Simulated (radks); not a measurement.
# Si⁴⁻: atomic calculation

Si⁴⁻ (Z = 14, 18 electrons) in the configuration [Ar]. A Watson sphere of charge 4 and radius 3.67 bohr holds the anion. Computed at this level: scalar-relativistic Kohn-Sham, PBE, spin-polarised, spherical densities, finite nucleus (the in-house radial solver radks).

Output:
```
1s      1   1.0000         -65.50319039
2s      1   1.0000          -5.00757731
2p      1   3.0000          -3.39180685
3s      1   1.0000          -0.37864454
3p      1   3.0000          -0.18299432
1s      2   1.0000         -65.50319039
2s      2   1.0000          -5.00757731
2p      2   3.0000          -3.39180685
3s      2   1.0000          -0.37864454
3p      2   3.0000          -0.18299432
Etot -307.6203291570224
Ekin 291.211570073221
Encl -727.9067278123304
Eh 150.69174743917955
Exc -21.616918857092642
err 2.8228195544423156e-10
it 19
```

Slater integrals of the outer shells (hartree):

| integral | value |
| --- | --- |
| F0(3p,3p) | 0.2734 |
| F2(3p,3p) | 0.1371 |
| F0(3p,3s) | 0.3089 |
| G1(3p,3s) | 0.1891 |
| F0(3p,2p) | 0.3738 |
| F2(3p,2p) | 0.0376 |
| G0(3p,2p) | 0.0132 |
| G2(3p,2p) | 0.0125 |

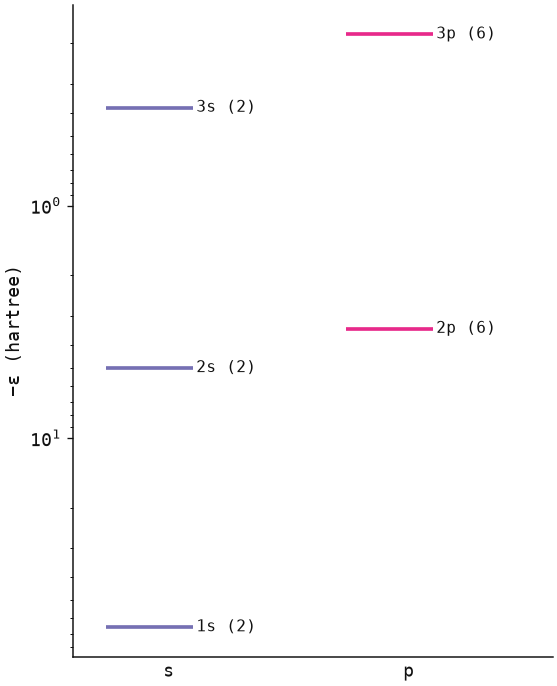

*All occupied levels, on a logarithmic scale of binding energy, are drawn by angular momentum (occupations in brackets).*

The highest occupied level is 3p at −0.183 hartree. From the top down the occupied levels run 3p (−0.183 hartree), 3s (−0.379 hartree), 2p (−3.39 hartree), 2s (−5.01 hartree), 1s (−65.50 hartree).

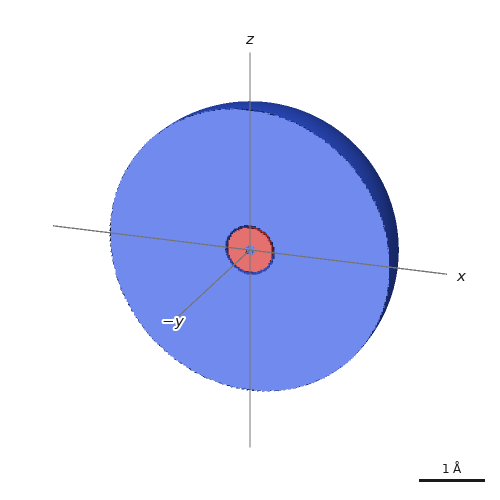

*One occupied orbital is shown. The surface of constant |ψ| that holds about 95 % of the electron is drawn, blue where ψ is positive and red where it is negative, with the half in front of the xz plane cut away and the cut face painted. The radial function comes from the spherical calculation and is multiplied by a real spherical harmonic; the overall sign is chosen so that the largest lobe of P(r) is positive; at the scalar-relativistic level it is the large component.*

It is 3s. It has no angular node and 2 radial nodes, at r = 0.149 and 0.723 bohr; only the outermost can be made out at this scale. The outermost maximum of P² lies at 1.92 bohr, ⟨r⟩ = 2.47 bohr, 90 % of the charge lies within 3.86 bohr, and the eigenvalue is −10.3 eV, with 2 electrons in the shell.

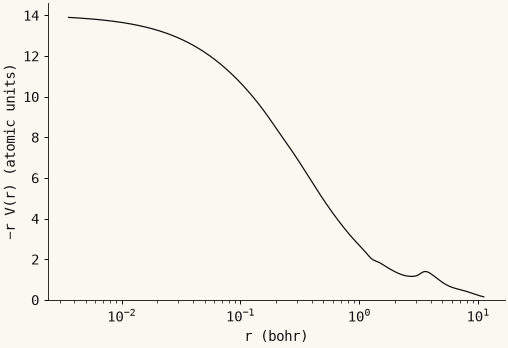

*The screened charge −r V(r) of the Kohn-Sham potential.*

Close to the nucleus it reaches 13.9, near the nuclear charge 14; inside the finite nucleus, left of the plot, it would fall to zero. It falls through 5, midway between the nuclear and the ionic charge, at r = 0.49 bohr, and stands at 0.15 at the end of the plot (r = 11 bohr); the net charge is -4.

The input:
```
Z 14
configuration [Ar]
relativity scalar-relativistic
functional pbe,pbe
spin polarised
nucleus finite rms 3.1224 fm
c 137.035999084
watson charge 4 radius 3.67 bohr
response adiabatic LDA kernel
```

Energies in input and log are in hartree, lengths in bohr (the nuclear radius in fm).

Launched within a batch (the task file carries these settings):
```bash
python <driver script> task.json out
```

Summary:

- outcome: converged
- total energy (with the Watson sphere's term): −307.620329 hartree
- kinetic energy: 291.211570 hartree
- electron–nucleus energy (with the Watson sphere's term): −727.906728 hartree
- Hartree energy: 150.691747 hartree
- exchange–correlation energy: −21.616919 hartree
- radius at density 0.001 e/bohr³: 5.60 bohr
- SCF iterations: 19
- hardware: 1 thread of Arm Neoverse V2, 95 GiB of memory available, shared host

Notes:

The sphere shifts the levels inside it by its charge over its radius, about 30 eV.
